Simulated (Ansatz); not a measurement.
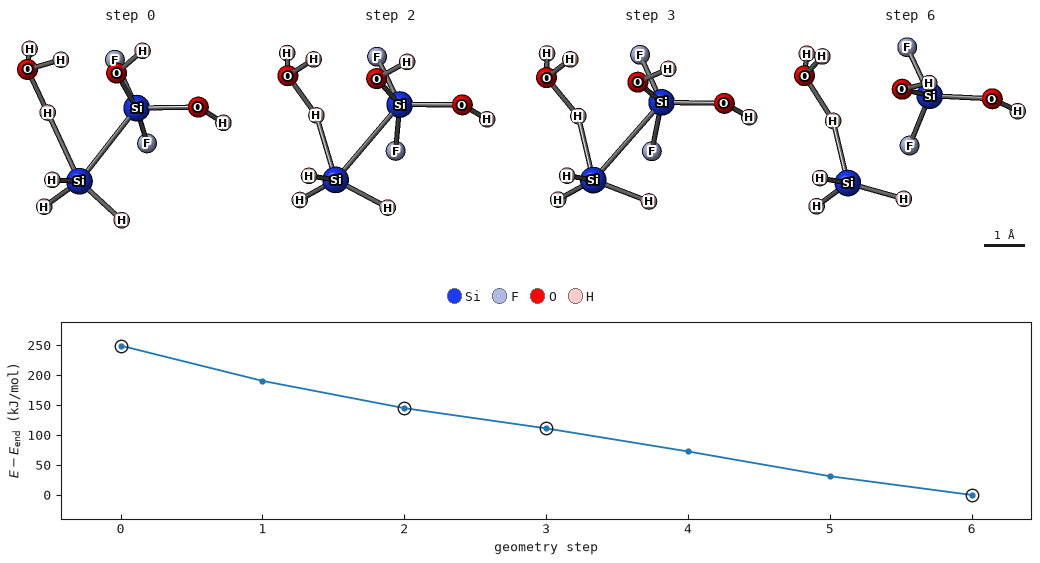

Frames of a saddle-point search of Si$_{2}$H$_{8}$O$_{3}$F$_{2}$ (charge +1), marked on the history of the run. Style: ball-and-stick. Shown face on.

Level of theory: RKS PBE0-D4/def2-SVP (Ansatz).

Input
```yaml
crystal:
  periodic: [false, false, false]
  atoms:
    - {symbol: Si, position_ang: [-0.918100, -0.028600, -0.297500]}
    - {symbol: Si, position_ang: [1.391200, -0.097900, -1.087800]}
    - {symbol: F, position_ang: [-1.172400, -1.283700, -1.382500]}
    - {symbol: F, position_ang: [-1.449700, -1.038200, 0.898000]}
    - {symbol: O, position_ang: [-1.988800, 0.987100, -0.983000]}
    - {symbol: H, position_ang: [0.357700, 0.343300, 1.845300]}
    - {symbol: O, position_ang: [-0.456900, 1.157700, 0.906200]}
    - {symbol: H, position_ang: [0.997000, -0.650800, 0.749800]}
    - {symbol: O, position_ang: [0.943100, -0.518700, 1.973600]}
    - {symbol: H, position_ang: [2.064100, -1.383300, -1.333700]}
    - {symbol: H, position_ang: [1.117400, 0.406200, -2.437500]}
    - {symbol: H, position_ang: [2.379100, 0.849600, -0.543800]}
    - {symbol: H, position_ang: [-2.498200, 0.652900, -1.717300]}
    - {symbol: H, position_ang: [-1.111700, 1.819600, 1.122700]}
    - {symbol: H, position_ang: [0.346300, -1.215300, 2.287400]}
basis:
  gaussian: {orbitals: def2-SVP}
total_charge: 1
hamiltonian: {xc: pbe0, dispersion: d4}
saddle:
  max_steps: 30
  mode_guess:
    - [-0.1298, 0.0543, 0.1416]
    - [0.1336, -0.0559, 0.1333]
    - [0.1715, 0.1024, 0.0819]
    - [-0.0844, -0.0108, 0.0014]
    - [-0.0606, -0.0153, -0.0203]
    - [0.1604, -0.1503, 0.1943]
    - [-0.0195, 0.0490, -0.1456]
    - [-0.1369, 0.0829, -0.7765]
    - [0.0065, 0.0246, 0.2376]
    - [0.0095, -0.0206, 0.0178]
    - [-0.0789, -0.0615, 0.1736]
    - [0.0953, 0.0230, -0.0051]
    - [-0.0531, -0.0311, -0.0093]
    - [-0.0208, 0.0279, -0.0869]
    - [0.0071, -0.0186, 0.0623]
```

Command:
```bash
ansatz run in.yaml --threads 5 --pin off --events-out ev --progress --plain --max-ram 66560MiB --backend cpu
```

Q: What happens along the run?

A: The run was cut off at its time limit before the relaxation converged, so the last structure is only a point on the way. The input was poor on purpose: wrong charge. H14 moves most after the best rigid fit: 0.88 Å. Largest moves by element: H 0.88 Å, F 0.61 Å, O 0.49 Å, Si 0.46 Å. Near-neighbour distances that change, for instance: H6–O7 1.486 → 2.228 Å, Si1–Si2 2.442 → 3.170 Å, Si2–F3 2.840 → 2.581 Å, Si2–H8 1.959 → 1.738 Å. Bond angles that change, for instance: F3–Si1–O7 172.1° → 116.1°, F3–Si1–O5 95.4° → 111.5°, F4–Si1–O7 90.1° → 105.3°. After 6 geometry steps the energy has fallen by 249.4 kJ/mol. The largest force component goes from 4.7 to 1.1 eV/Å. From step 0 to 2: F3 moves most (0.40 Å), energy −104.4 kJ/mol. From step 2 to 3: H14 moves most (0.20 Å), energy −33.8 kJ/mol. From step 3 to 6: H14 moves most (0.35 Å), energy −111.2 kJ/mol.

```json
{"step": "0", "E − E(0), kJ/mol": "0.00", "largest force component, eV/Å": "4.7394"}
{"step": "1", "E − E(0), kJ/mol": "-58.86", "largest force component, eV/Å": "3.9289"}
{"step": "2", "E − E(0), kJ/mol": "-104.41", "largest force component, eV/Å": "2.7121"}
{"step": "3", "E − E(0), kJ/mol": "-138.19", "largest force component, eV/Å": "1.9717"}
{"step": "4", "E − E(0), kJ/mol": "-176.77", "largest force component, eV/Å": "1.4876"}
{"step": "5", "E − E(0), kJ/mol": "-218.13", "largest force component, eV/Å": "1.4168"}
{"step": "6", "E − E(0), kJ/mol": "-249.42", "largest force component, eV/Å": "1.1341"}
```
